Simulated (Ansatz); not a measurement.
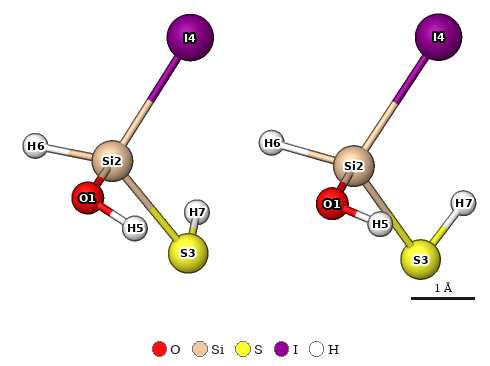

Two geometries of SiH$_{3}$SOI (coarse preliminary run), drawn at one scale. One is the start of a relaxation, the other its converged end. The picture is a ball-and-stick view, seen from a free direction.

The calculation used Ansatz 0.2.0, RKS PBE-D4/def2-SVP. Settings: force threshold 0.03 eV/Å; at most 200 steps.

### Which of the two is the end point?

The right one is the relaxed one. The start comes from a force field. The atom that moves furthest after the best rigid fit is H7 (0.43 Å). By element the largest moves are H 0.43 Å, S 0.31 Å, I 0.20 Å, Si 0.10 Å, O 0.10 Å. Some distances before and after: Si2–I4 2.363 → 2.484 Å, O1–Si2 1.614 → 1.667 Å, O1–H5 1.025 → 0.975 Å, Si2–S3 2.138 → 2.158 Å. Among the angles between lasting bonds that change: I4–Si2–H6 110.9° → 106.8°, O1–Si2–H6 108.7° → 104.9°, S3–Si2–H6 111.6° → 114.7°. Groups turn about Si2–S3 by about 35°. After 9 geometry steps the energy has fallen by 6.15 kcal/mol. The largest force component goes from 2.4 to 0.017 eV/Å. The run took 7.5 s on 4 threads of Intel Xeon Platinum 8488C (shared host).
